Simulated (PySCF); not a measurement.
CH₃Cl₂Ga, SMILES `C[Ga](Cl)Cl`.

PySCF calculation, B3LYP/def2-SVPD, gas phase; geometry: GFN2-xTB. No frequency check shows the geometry to be a minimum. GFN2-xTB bond lengths at metals and heavier atoms can be off by up to 0.1 Å and shapes distorted, which carries into these values.

Coordinates in Å:

```
C1      -0.0202    2.2866   -0.0002
Ga2     -0.0004    0.2467   -0.0012
Cl3      1.7882   -0.8513    0.0007
Cl4     -1.7751   -0.8741    0.0007
H5      -0.3425    2.6488    0.9785
H6       0.9787    2.6671   -0.2151
H7      -0.7267    2.6469   -0.7501
```

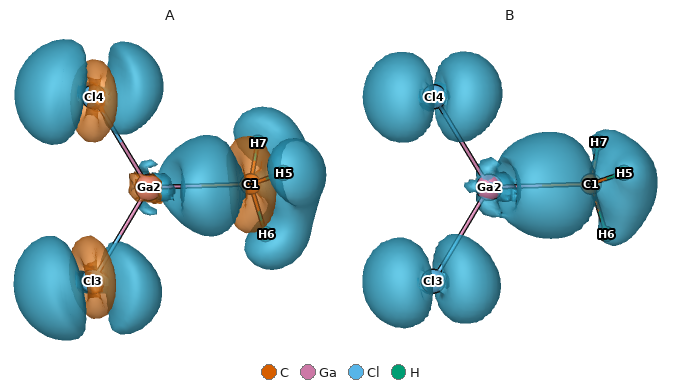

The Fukui function f⁻ from two separate SCF calculations and the density of the HOMO, at ±0.015 e/Å³ (light blue positive, orange negative).

Which panel is which, and how good is the frozen-orbital picture?

Answer. A is f⁻ (it has negative regions), B the HOMO density. The HOMO lies on C1 (27 %), Cl3 and Cl4 (25 % each) and Ga2 (15 %); f⁻ (Hirshfeld-condensed) is largest on Cl4 (0.27) and Cl3 (0.27); the vertical ionisation energy is 10.67 eV (the stability of the cation's solution wasn't checked). Relaxation shifts 14 % of the electron between atoms. The orbital energy is −8.50 eV.
